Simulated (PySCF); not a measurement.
# C2H4FGaO (SMILES F[CH]1O[CH2][GaH]1): levels of theory compared

Aim: a comparison of 6 runs (HF/STO-3G, HF/3-21G, HF/def2-SVP, B3LYP/6-31G*, wB97X/6-31G*) of C2H4FGaO. The job is set up through a Python script.

The calculation is run with PySCF 2.14.0.

## 1. The molecule

C2H4FGaO: 9 atoms, total charge 0, spin state singlet. As SMILES, `F[CH]1O[CH2][GaH]1`. Geometry: a GFN2-xTB relaxation, a rough one for these elements and not checked as a minimum.

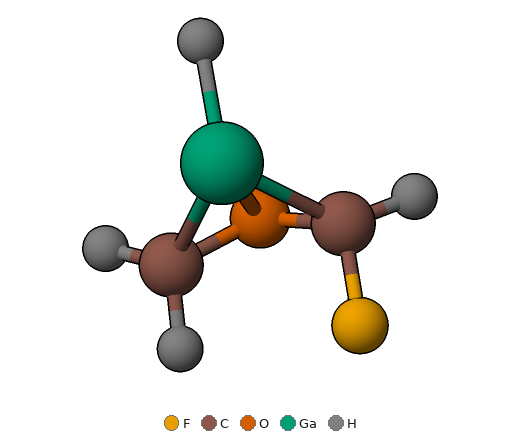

The structure, seen from a chosen angle (fluorine amber, carbon brown, oxygen orange, gallium teal, hydrogen grey).

## 2. Energy and forces at HF/STO-3G (run 1)

Contents of input.xyz:

```xyz
9

F      1.755130    -0.544550     0.664370
C      0.951920     0.561820     0.422790
O      0.185300     0.381920    -0.686520
C     -0.521200    -0.812740    -0.658170
Ga    -0.951380     0.095910     1.195650
H      1.600000     1.430430     0.310480
H      0.119150    -1.698980    -0.640130
H     -1.212230    -0.831010    -1.498460
H     -1.926690     1.417190     0.889990
```

Contents of job.py:

```python
import pyscf.grad
from pyscf import gto

molecule = gto.M(
    atom='input.xyz',
    basis='sto-3g',
    verbose=4,
    max_memory=1860,
)

hf = molecule.RHF()
hf.conv_tol = 1e-10
hf.kernel()
if not hf.converged:
    hf = hf.newton().run(hf.mo_coeff, hf.mo_occ)

energy = hf.e_tot
print(f'total energy: {energy:.8f} hartree')
grad = hf.Gradients().kernel()
hf.analyze()
```

Started as:

```sh
$ OMP_NUM_THREADS=1 python job.py
```

Log:

```text
PySCF version 2.14.0

[... 102 lines left out ...]
total energy: -2149.76807913 hartree
[... 17 lines left out ...]
DFT Exchange-Correlation Energy =     -104.696158175573373
[... 7 lines left out ...]
MO #6   energy= -25.9102174171679  occ= 2
[... 5 lines left out ...]
MO #12  energy= -3.98113829736387  occ= 2
[... 5 lines left out ...]
MO #18  energy= -0.667450132359423 occ= 2
[... 5 lines left out ...]
MO #24  energy= -0.435183001480651 occ= 2
[... 5 lines left out ...]
MO #30  energy= -0.308987788771672 occ= 2
[... 5 lines left out ...]
MO #36  energy= 0.486558504978061  occ= 0
[... 5 lines left out ...]
MO #42  energy= 0.792608042416959  occ= 0
[... 54 lines left out ...]
Dipole moment(X, Y, Z, Debye): -0.56508, -0.33551,  0.56068
```

It took 6 s on 1 thread of Intel Xeon at 2.70GHz, shared host; peak memory 0.12 GiB.

## 3. Energy and forces at HF/3-21G (run 2)

Contents of calc.py:

```python
from pyscf import gto, scf

molecule = gto.M(
    atom='''
F        1.755130      -0.544550       0.664370
C        0.951920       0.561820       0.422790
O        0.185300       0.381920      -0.686520
C       -0.521200      -0.812740      -0.658170
Ga      -0.951380       0.095910       1.195650
H        1.600000       1.430430       0.310480
H        0.119150      -1.698980      -0.640130
H       -1.212230      -0.831010      -1.498460
H       -1.926690       1.417190       0.889990
''',
    verbose=4,
    spin=0,
    basis='3-21g',
    max_memory=1860,
)

calc0 = scf.RHF(molecule)
calc0.conv_tol = 1e-10
calc0.kernel()
if not calc0.converged:
    calc0 = calc0.newton().run(calc0.mo_coeff, calc0.mo_occ)

energy = calc0.e_tot
print('Final energy', energy)
grad = calc0.nuc_grad_method().kernel()
calc0.analyze()
```

Started as:

```sh
$ OMP_NUM_THREADS=1 python calc.py
```

Log:

```text
PySCF version 2.14.0

[... 68 lines left out ...]
Final energy -2164.703573816306
[... 22 lines left out ...]
MO #3   energy= -42.2344417870516  occ= 2
[... 8 lines left out ...]
MO #12  energy= -4.42833442213951  occ= 2
[... 8 lines left out ...]
MO #21  energy= -0.968081467015205 occ= 2
[... 8 lines left out ...]
MO #30  energy= -0.469198686738801 occ= 2
[... 8 lines left out ...]
MO #39  energy= 0.337860106907364  occ= 0
[... 8 lines left out ...]
MO #48  energy= 0.977078527116903  occ= 0
[... 8 lines left out ...]
MO #57  energy= 1.72226099532053   occ= 0
[... 8 lines left out ...]
MO #66  energy= 4.09908074854492   occ= 0
[... 78 lines left out ...]
Dipole moment(X, Y, Z, Debye): -1.50911, -0.78198,  1.84584
```

Wall time 4.2 s (1 thread of Intel Xeon at 2.70GHz, shared host); peak memory 0.14 GiB.

Runs 3 to 5 aren't shown in full; the table further down has their settings and results.

## 4. Energy and gradient at B3LYP/6-31G(d) (Cartesian functions) (run 6)

Contents of input.py:

```python
from pyscf import gto, dft

molecule = gto.M(
    atom=[
    ('F', (1.755130, -0.544550, 0.664370)),
    ('C', (0.951920, 0.561820, 0.422790)),
    ('O', (0.185300, 0.381920, -0.686520)),
    ('C', (-0.521200, -0.812740, -0.658170)),
    ('Ga', (-0.951380, 0.095910, 1.195650)),
    ('H', (1.600000, 1.430430, 0.310480)),
    ('H', (0.119150, -1.698980, -0.640130)),
    ('H', (-1.212230, -0.831010, -1.498460)),
    ('H', (-1.926690, 1.417190, 0.889990)),
],
    cart=True,
    charge=0,
    basis='6-31g*',
    max_memory=1860,
    verbose=4,
)

calc0 = dft.RKS(molecule)
calc0.xc = 'b3lyp'
calc0.grids.level = 5
calc0.conv_tol = 1e-10
calc0.kernel()
if not calc0.converged:
    calc0 = calc0.newton().run(calc0.mo_coeff, calc0.mo_occ)

e_tot = calc0.e_tot
print('Final energy', e_tot)
grad = calc0.nuc_grad_method().kernel()
calc0.analyze()
```

Started as:

```sh
$ OMP_NUM_THREADS=1 python input.py
```

Log:

```text
PySCF version 2.14.0

[... 103 lines left out ...]
Two-electron Coulomb Energy =         1311.129102828276700
[... 14 lines left out ...]
MO #12  energy= -3.78455863590178  occ= 2
[... 12 lines left out ...]
MO #25  energy= -0.518116437595881 occ= 2
[... 12 lines left out ...]
MO #38  energy= 0.131635759857811  occ= 0
[... 12 lines left out ...]
MO #51  energy= 0.52701175092647   occ= 0
[... 12 lines left out ...]
MO #64  energy= 1.06275319996091   occ= 0
[... 12 lines left out ...]
MO #77  energy= 1.85203208363105   occ= 0
[... 12 lines left out ...]
MO #90  energy= 2.7999373287757    occ= 0
[... 12 lines left out ...]
MO #103 energy= 73.9082487297688   occ= 0
[... 115 lines left out ...]
Dipole moment(X, Y, Z, Debye): -0.20127, -0.55540,  0.01986
```

It took 64 s on 1 thread of Intel Xeon at 2.70GHz, shared host; peak memory 1 GiB.

## 5. Overview of the runs

| run | level | integration grid | Cartesian functions | energy (Eh) | dipole moment (D) | HOMO energy (eV) | LUMO energy (eV) | wall time |
| --- | --- | --- | --- | --- | --- | --- | --- | --- |
| 1 | HF/STO-3G | – | no | -2149.768079 | 0.86 | -6.54 | 3.56 | 6 s |
| 2 | HF/3-21G | – | no | -2164.703574 | 2.51 | -8.99 | 0.12 | 4.2 s |
| 3 | HF/def2-SVP | – | no | -2175.035487 | 2.15 | -9.23 | 0.12 | 23 s |
| 4 | B3LYP/6-31G* (spherical functions) | 5 | no | -2178.200797 | 0.58 | -6.31 | -2.54 | 60 s |
| 5 | wB97X/6-31G* (spherical functions) | 5 | no | -2178.131202 | 0.74 | -8.69 | -0.51 | 1.9 min |
| 6 | B3LYP/6-31G* (Cartesian functions) | 5 | yes | -2178.208324 | 0.59 | -6.31 | -2.54 | 64 s |

## 6. What came out

```
                       quantity           value
            run 6: total energy  -2178.20832 Eh
           run 6: dipole moment          0.59 D
             run 6: HOMO energy        -6.31 eV
             run 6: LUMO energy        -2.54 eV
           run 6: HOMO–LUMO gap         3.77 eV
run 6: largest force on an atom      1.938 eV/Å
```

The dipole moment (its size) runs from 0.58 D (B3LYP/6-31G*) to 2.51 D (HF/3-21G). The two ends differ in method and basis. The HOMO–LUMO gap runs from 3.77 eV (B3LYP/6-31G*) to 10.09 eV (HF/STO-3G). Totals of different functionals can't be ranked against each other. In run 1 the basis is minimal, so the values are rough. All runs together took 4.5 min, the longest 1.9 min.
